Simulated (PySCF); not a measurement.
# C2H4BrFSi: electronic excitations and core binding energies

What electronic excitations and core binding energies should C2H4BrFSi (`C=C[Si@@H](F)Br`) show?

The runs use PySCF 2.14.0, with density-fitted response routines of our own; the level of theory stands in each step. All values are computed, except where a source is named. Atoms count from 0, in the outputs and in this text.

**1. The starting structure**

9 atoms, charge 0, multiplicity 1; geometry from: GFN2-xTB.

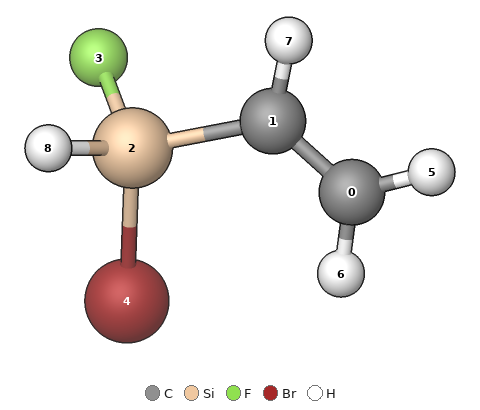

The starting geometry (carbon grey, silicon light orange, fluorine green, bromine red, hydrogen white), atoms numbered; sticks join atoms by distance.

**2. TDDFT and polarisability: B3LYP/def2-SVPD**

Job settings and geometry (Å):

```
{"job": {"kind": "uv", "xc": "B3LYP", "basis": "def2-SVPD", "nstates": 8, "ntriplets": 3}, "charge": 0, "multiplicity": 1}
C     -1.559862    -0.170806    -0.112883
C     -0.508212     0.439254     0.413459
Si     1.271520     0.126741    -0.067893
F      2.124159    -0.165850     1.260262
Br     1.405075    -1.714666    -1.267797
H     -2.566703     0.048474     0.205105
H     -1.464164    -0.924099    -0.879831
H     -0.667141     1.185136     1.182304
H      1.978889     1.181809    -0.757904
```

With the program's defaults for keys left out, this is: TDDFT B3LYP/def2-SVPD, vertical, gas phase, core orbitals frozen in the response.

On the command line:

```bash
$ OMP_NUM_THREADS=1 python probes_run.py task.json out
```

The driver reads the jobs from task.json and runs them one after another.

**Question.** This job is followed by: delta-SCF UKS SCAN, pcX-2 on the ionised atom, pcseg-1 elsewhere, spin-free X2C. What will the session give for the following? lowest singlet (B3LYP/def2-SVPD); brightest single state of those computed; lowest triplet; C1s binding energies, SCAN/pcX-2; Si1s binding energies, SCAN/pcX-2; Si2p binding energies, SCAN/pcX-2; F1s binding energies, SCAN/pcX-2.

The runs gave:

| quantity | value |
| --- | --- |
| lowest singlet (B3LYP/def2-SVPD) | 6.03 eV (206 nm), f = 0.000 |
| brightest single state of those computed | state 5, 7.06 eV, f = 0.267 |
| lowest triplet | 4.34 eV |
| C1s binding energies, SCAN/pcX-2 | C0 291.07, C1 290.72 eV |
| Si1s binding energies, SCAN/pcX-2 | Si2 1848.56 eV |
| Si2p binding energies, SCAN/pcX-2 | Si2 108.71 eV |
| F1s binding energies, SCAN/pcX-2 | F3 692.43 eV |

The lowest singlet, at 6.03 eV, is HOMO→LUMO 0.64, HOMO−1→LUMO 0.32 and is dark; of the 8 states computed, the strongest absorption comes from state 5 at 7.06 eV. The lowest triplet lies 1.69 eV below the lowest singlet (triplets in Tamm-Dancoff, singlets in full TDDFT). The C1s levels kept as sound span 0.35 eV, from C1 (alkene CH) up to C0 (terminal =CH2 carbon).
